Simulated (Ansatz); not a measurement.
# CH6In (charge −1): geometry relaxation

- system: CH6In, charge −1
- method: RKS PBE-D4/def2-TZVPD (Ansatz 0.2.0)

The geometry: GFN1-xTB start. Figures and captions count atoms from 1; the log counts them from 0 in places.

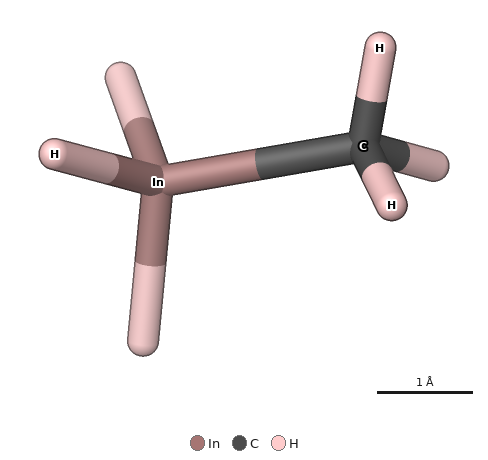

Figure 1. The input geometry (stick view, seen at a tilt). Sticks mark near contacts. Bond lengths as drawn: C–H 1.10 Å, C–In 2.29 Å and H–In 1.76 Å.

### Input file
```yaml
crystal:
  periodic: [false, false, false]
  atoms:
    - {symbol: In, position_ang: [-0.001350, 0.004040, -1.090270]}
    - {symbol: C, position_ang: [0.001900, -0.004620, 1.198730]}
    - {symbol: H, position_ang: [-1.006230, 0.050170, 1.635270]}
    - {symbol: H, position_ang: [0.555220, 0.839750, 1.635590]}
    - {symbol: H, position_ang: [0.458590, -0.907510, 1.631170]}
    - {symbol: H, position_ang: [1.663550, -0.013990, -1.671780]}
    - {symbol: H, position_ang: [-0.817460, 1.457620, -1.665590]}
    - {symbol: H, position_ang: [-0.854210, -1.425450, -1.673120]}
basis:
  gaussian: {orbitals: def2-TZVPD}
total_charge: -1
hamiltonian: {xc: pbe, dispersion: d4}
scf: {lower_state_search: "off"}
output: {orbitals: {seedname: orbitals}}
relax: {f_tol: 0.02, max_steps: 100}
```

Hardware: 2 threads of Arm Neoverse V2, 23 GiB of memory available, shared host.

Command:
```bash
ansatz run in.yaml --threads 2 --pin off --events-out ev --progress --plain --max-ram 4352MiB
```

### Output
```
Functional definition: PBE
  name "PBE"
  cite "Perdew, Burke & Ernzerhof, Phys. Rev. Lett. 77, 3865 (1996) doi:10.1103/PhysRevLett.77.3865"
  parent pbe
  parameter kappa = 0.804
  parameter beta = 0.06672455060314922
  exchange = pbe_x(kappa = kappa, mu = beta*pi^2/3)
  correlation = pbe_c(beta = beta)
these checks for a lower state are left out or cut short: stability, starts, cluster_reference, orbital_swaps, neighbouring_geometries, increment
911 factors; their error is unknown
mean field evaluation 1: about -6302.7070 eV, gradient 4.3e1 eV
mean field evaluation 2: about -6295.2948 eV, gradient 6.5e1 eV
mean field evaluation 4: about -6307.3351 eV, gradient 2.9e0 eV
mean field evaluation 8: about -6307.3476 eV, gradient 3.4e-2 eV
mean field evaluation 16: about -6307.3317 eV, gradient 2.7e-3 eV
mean field -6307.33171175 eV, -231.7901651440 hartree, gradient 2.5e-6 eV, S^2 0.000000; 0 other end points of the search recorded, 0 dependent functions left out
the calculation of the forces begins
reference -6307.33177523 eV, -231.7901674765 hartree; 17, 17 occupied and 130, 130 virtual orbitals, 911 factors
relax step   1: F+E_penalty+E_count = -6307.48092414 eV  Δ(F+E_penalty+E_count) = +0.000e0 eV  max|allowed force component| = 5.989e-1 eV/Å  Δτ_max = 0.0000 Å  (16 SCF iters, accepted)
these checks for a lower state are left out or cut short: stability, starts, cluster_reference, orbital_swaps, neighbouring_geometries, increment
911 factors; their error is unknown
mean field -6307.36419482 eV, -231.7913588746 hartree, gradient 1.0e-6 eV, S^2 0.000000; 0 other end points of the search recorded, 0 dependent functions left out
the calculation of the forces begins
reference -6307.36425989 eV, -231.7913612659 hartree; 17, 17 occupied and 130, 130 virtual orbitals, 911 factors
relax step   2: F+E_penalty+E_count = -6307.51494992 eV  Δ(F+E_penalty+E_count) = -3.403e-2 eV  max|allowed force component| = 2.865e-1 eV/Å  Δτ_max = 0.0879 Å  (19 SCF iters, accepted)
these checks for a lower state are left out or cut short: stability, starts, cluster_reference, orbital_swaps, neighbouring_geometries, increment
911 factors; their error is unknown
mean field evaluation 32: about -6307.3720 eV, gradient 2.7e-3 eV
mean field -6307.37199155 eV, -231.7916453993 hartree, gradient 1.4e-6 eV, S^2 0.000000; 0 other end points of the search recorded, 0 dependent functions left out
the calculation of the forces begins
reference -6307.37205616 eV, -231.7916477737 hartree; 17, 17 occupied and 130, 130 virtual orbitals, 911 factors
relax step   3: F+E_penalty+E_count = -6307.52214881 eV  Δ(F+E_penalty+E_count) = -7.199e-3 eV  max|allowed force component| = 9.338e-2 eV/Å  Δτ_max = 0.0396 Å  (20 SCF iters, accepted)
these checks for a lower state are left out or cut short: stability, starts, cluster_reference, orbital_swaps, neighbouring_geometries, increment
911 factors; their error is unknown
mean field -6307.37222556 eV, -231.7916539990 hartree, gradient 1.3e-6 eV, S^2 0.000000; 0 other end points of the search recorded, 0 dependent functions left out
the calculation of the forces begins
reference -6307.37229018 eV, -231.7916563735 hartree; 17, 17 occupied and 130, 130 virtual orbitals, 911 factors
relax step   4: F+E_penalty+E_count = -6307.52237421 eV  Δ(F+E_penalty+E_count) = -2.254e-4 eV  max|allowed force component| = 1.498e-2 eV/Å  Δτ_max = 0.0056 Å  (21 SCF iters, accepted)
```

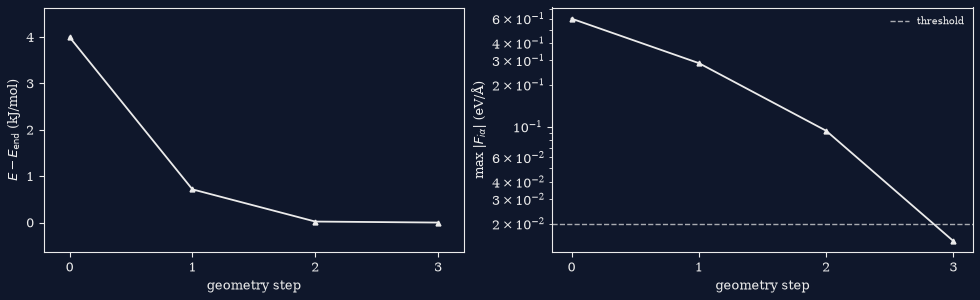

Figure 2. Progress of the relaxation, step by step (the first geometry is step 0 here and step 1 in the log).

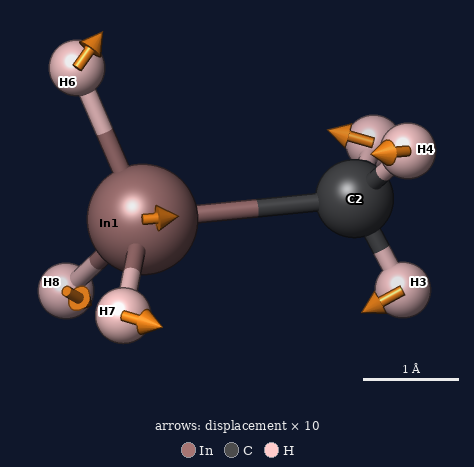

Figure 3. The starting structure with the displacements as orange arrows, magnified 10 times (ball-and-stick view, seen at a tilt). The two geometries are laid on each other by the best rigid fit. After 3 geometry steps the energy has fallen by 4.00 kJ/mol. The largest force component goes from 0.6 to 0.015 eV/Å. H5 moves most after the best rigid fit: 0.052 Å. By element the largest moves are H 0.052 Å, In 0.040 Å, C 0.002 Å. Distances before and after: In1–C2 2.289 → 2.246 Å, In1–H6 1.764 → 1.800 Å. Among the angles that change: H3–C2–H4 105.4° → 108.1°, In1–C2–H3 113.3° → 110.8°. (Atoms are counted from 1 in the order of the input.)

```
Total energy: -6307.52243882 eV, -231.7971742344 hartree
Atom 0 at    -0.001512     0.003587    -1.050056 Å, force     0.000013    -0.000101    -0.002942 eV/Å
Atom 1 at     0.001714    -0.004090     1.196319 Å, force    -0.000039    -0.000108     0.014984 eV/Å
Atom 2 at    -1.027334     0.042121     1.589701 Å, force     0.010542    -0.001157    -0.004159 eV/Å
Atom 3 at     0.558258     0.862485     1.590173 Å, force    -0.006347    -0.008368    -0.004035 eV/Å
Atom 4 at     0.475906    -0.920837     1.584326 Å, force    -0.004208     0.009816    -0.004338 eV/Å
Atom 5 at     1.699059    -0.021142    -1.639285 Å, force     0.001173    -0.000496     0.000117 eV/Å
Atom 6 at    -0.829867     1.492377    -1.630658 Å, force    -0.000145     0.001205     0.000273 eV/Å
Atom 7 at    -0.876214    -1.454490    -1.640520 Å, force    -0.000988    -0.000791     0.000099 eV/Å
Dipole moment:     0.000351    -0.000852     0.256085 e Å
Checks for a lower state left out: stability, starts, cluster_reference, orbital_swaps, neighbouring_geometries, increment
```

### Trajectory as extended XYZ (Å, eV, eV/Å), 4 frames, from step=1 to step=4
```
8
Properties=species:S:1:pos:R:3:forces:R:3 step=1 energy=-6307.48092
In   -0.0014    0.0040   -1.0903    0.0007  -0.0058   0.5989
C     0.0019   -0.0046    1.1987    0.0050  -0.0047   0.0035
H    -1.0062    0.0502    1.6353   -0.2353   0.0120  -0.1262
H     0.5552    0.8397    1.6356    0.1275   0.1976  -0.1260
H     0.4586   -0.9075    1.6312    0.1015  -0.2001  -0.1349
H     1.6636   -0.0140   -1.6718    0.3167  -0.0052  -0.0728
H    -0.8175    1.4576   -1.6656   -0.1550   0.2798  -0.0693
H    -0.8542   -1.4255   -1.6731   -0.1610  -0.2735  -0.0733
8
Properties=species:S:1:pos:R:3:forces:R:3 step=2 energy=-6307.51495
In   -0.0017    0.0032   -1.0568   -0.0013   0.0062  -0.1145
C     0.0012   -0.0028    1.1708    0.0060  -0.0156   0.2865
H    -1.0259    0.0485    1.5732    0.0357  -0.0026  -0.0337
H     0.5625    0.8585    1.5742   -0.0205  -0.0287  -0.0356
H     0.4698   -0.9222    1.5649   -0.0194   0.0401  -0.0300
H     1.7221   -0.0190   -1.6118   -0.1142   0.0016  -0.0234
H    -0.8442    1.5114   -1.6014    0.0565  -0.1020  -0.0272
H    -0.8839   -1.4776   -1.6132    0.0573   0.1011  -0.0221
8
Properties=species:S:1:pos:R:3:forces:R:3 step=3 energy=-6307.52215
In   -0.0016    0.0040   -1.0491    0.0007  -0.0030  -0.0327
C     0.0018   -0.0047    1.1941    0.0011   0.0007   0.0934
H    -1.0264    0.0462    1.5916    0.0247  -0.0017  -0.0227
H     0.5616    0.8593    1.5915   -0.0147  -0.0203  -0.0214
H     0.4718   -0.9225    1.5878   -0.0120   0.0255  -0.0285
H     1.6986   -0.0183   -1.6408   -0.0010  -0.0002   0.0035
H    -0.8321    1.4910   -1.6332    0.0018  -0.0016   0.0060
H    -0.8738   -1.4551   -1.6419   -0.0005   0.0006   0.0025
8
Properties=species:S:1:pos:R:3:forces:R:3 step=4 energy=-6307.52237
In   -0.0015    0.0036   -1.0501    0.0000  -0.0001  -0.0029
C     0.0017   -0.0041    1.1963    0.0000  -0.0001   0.0150
H    -1.0273    0.0421    1.5897    0.0105  -0.0012  -0.0042
H     0.5583    0.8625    1.5902   -0.0063  -0.0084  -0.0040
H     0.4759   -0.9208    1.5843   -0.0042   0.0098  -0.0043
H     1.6991   -0.0211   -1.6393    0.0012  -0.0005   0.0001
H    -0.8299    1.4924   -1.6307   -0.0001   0.0012   0.0003
H    -0.8762   -1.4545   -1.6405   -0.0010  -0.0008   0.0001
```

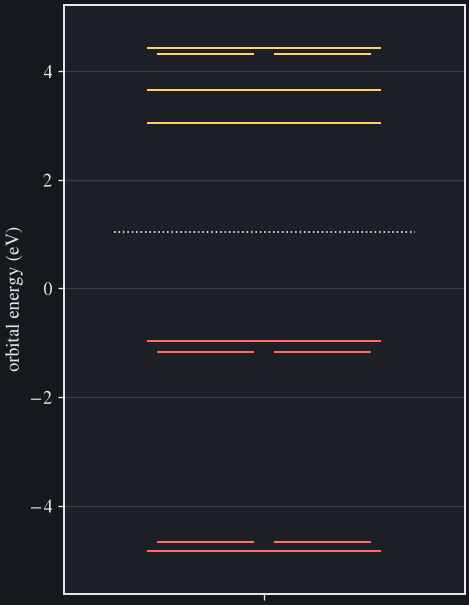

Figure 4. Orbital energies near the frontier; the dotted line parts filled from empty levels, and levels within 0.02 eV of each other stand side by side. Highest filled −0.97 eV, lowest empty 3.05 eV, 4.02 eV apart.

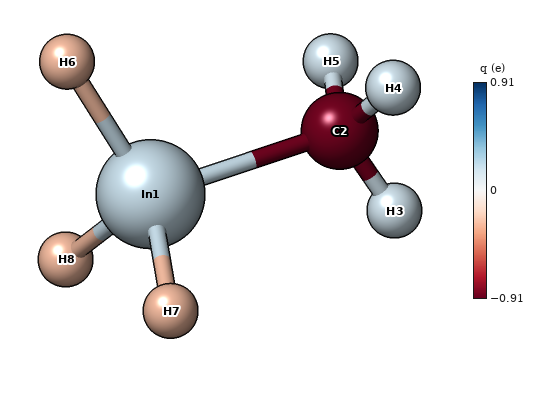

Figure 5. Mulliken charges, as the colour of each atom (ball-and-stick view, seen at a tilt; atoms are numbered from 1 in the order of the input). By element: In +0.20, C −0.87 and H −0.28 to +0.17 e.

### Summary

| quantity | value |
| --- | --- |
| outcome | converged |
| total energy | −6307.5224 eV |
| mean-field energy | −6307.3723 eV |
| dispersion energy | −0.1501 eV |
| HOMO | −0.97 eV |
| LUMO | 3.05 eV |
| largest force (length of the vector) at the end | 0.015 eV/Å |
| wall time | 5 s (CPU time 9.5 s) |
| peak memory | 0.15 GiB |
